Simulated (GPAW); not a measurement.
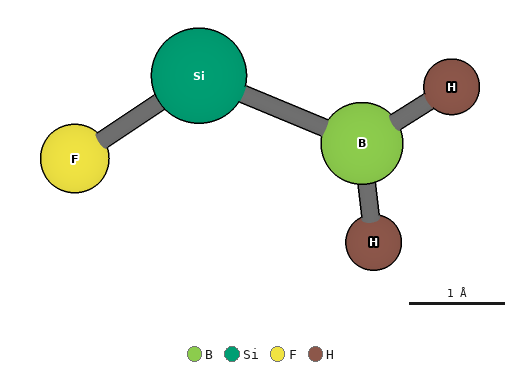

Figure 1. The structure as given in the input (ball-and-stick view, seen at a tilt).

## BSiH2F: property calculation

The run: property calculation of BSiH2F, multiplicity 3, SMILES B[Si]F. Method and program: revPBE/plane waves, UKS, dispersion D4, scalar-relativistic datasets (GPAW 26.7.0).

The geometry comes from this level: GFN2-xTB.

### Input (calc.py)
```python
import numpy as np
from ase.calculators.mixing import SumCalculator
from ase.io import read
from ase.units import Debye
from dftd4.ase import DFTD4
from gpaw import GPAW, PW
from gpaw.hybrids.eigenvalues import non_self_consistent_eigenvalues
from gpaw.hybrids.energy import non_self_consistent_energy

# Structure
atoms = read('gs.xyz')
atoms.set_cell([13.0, 13.0, 13.0])
atoms.center()
atoms.set_initial_magnetic_moments([2 / len(atoms)] * len(atoms))

# Calculator
calc = GPAW(mode=PW(450),
            xc='revPBE',
            occupations={'name': 'fermi-dirac', 'width': 0.0, 'fixmagmom': True},
            maxiter=120,
            symmetry='off',
            txt='gs.txt')
atoms.calc = SumCalculator([DFTD4(method='revPBE'), calc])

energy = atoms.get_potential_energy()
print(f'Energy: {energy:.5f} eV')
forces = atoms.get_forces()
print('Forces (eV/Ang)')
for symbol, f in zip(atoms.symbols, forces):
    print(f'{symbol:2} {f[0]:9.4f} {f[1]:9.4f} {f[2]:9.4f}')
dipole = calc.get_dipole_moment(atoms) / Debye
print(f'Dipole = {np.linalg.norm(dipole):.3f} D')
print('Moments:', calc.get_magnetic_moments(atoms).round(3))

# Hybrid on top of these orbitals
e_hybrid = non_self_consistent_energy(calc, 'PBE0').sum()
eig, vxc, vhyb = non_self_consistent_eigenvalues(calc, 'PBE0')
levels = (eig - vxc + vhyb)[:, 0]
print(f'Hybrid energy = {e_hybrid:.4f} eV')
print('Hybrid levels (eV):', levels.round(3))
```

### File gs.xyz
```
5

B      0.234950     0.685700    -0.124130
Si    -0.890020    -0.807470    -0.293660
F     -0.519870    -2.176130     0.558950
H     -0.000350     1.667090    -0.717680
H      1.175290     0.630810     0.576520
```

Launched with:
```bash
OMP_NUM_THREADS=1 python calc.py
```

### Log
```
Energy: -19.94619 eV
Forces (eV/Ang)
B     0.4881    0.7321    0.0325
Si   -0.5871   -1.2398    0.1106
F    -0.0038    0.2431   -0.2208
H    -0.3062    0.5019   -0.4348
H     0.5076   -0.2555    0.4772
Dipole = 1.025 D
Moments: [ 0.125  0.442  0.075 -0.007  0.009]
IBZ(<points: 1, symmetries: 1>)
Occupied bands: 9
Transforming wave functions from IBZ to BZ: 0.024 seconds
Distributing wave functions and iFFT-ing to real space: 0.136 seconds
DFT energy: -19.726485444761504 eV
minus DFT-XC energy: 20.22237406842085 eV
Semi-local contribution: 222.550 eV (2.158 seconds)
Calculating EXX contributions: 2.071 seconds
Core-core contribution:           -186.033
Valence-core contribution:          -5.111
Valence-valence contribution:      -46.896
IBZ(<points: 1, symmetries: 1>)
Occupied bands: 9
Transforming wave functions from IBZ to BZ: 0.024 seconds
Distributing wave functions and iFFT-ing to real space: 0.087 seconds
Calculating eigenvalues:
  k-points: 1
  Bands: 0-13 (inclusive)
  Seconds: 1.483 (wave-function broadcasting: 0.072 seconds)
HSE06-eigenvalue shifts:
  min: -3.841 eV
  ave: -0.948 eV
  max: 0.872 eV
Hybrid energy = -14.9948 eV
Hybrid levels (eV): [[-33.621 -16.324 -14.405 -12.842 -12.805 -11.179 -10.077  -7.176  -6.508
   -1.294  -0.338  -0.05    0.634   0.722]
 [-33.392 -15.356 -13.868 -12.522 -12.47  -10.133  -9.831  -3.298  -3.037
    0.118   0.315   0.135   0.82    0.87 ]]
```

### Results in brief

- outcome: converged
- energy relative to the program's reference atoms: −19.9462 eV
- dispersion energy: −0.008074 hartree
- largest force: 1.376 eV/Å
- dipole moment: 1.03 D
- hardware: 1 thread of Intel Xeon @ 2.50GHz (Skylake/Cascade Lake), 12 GiB of memory available, shared host
- wall time: 48 s
- peak memory: 0.96 GiB
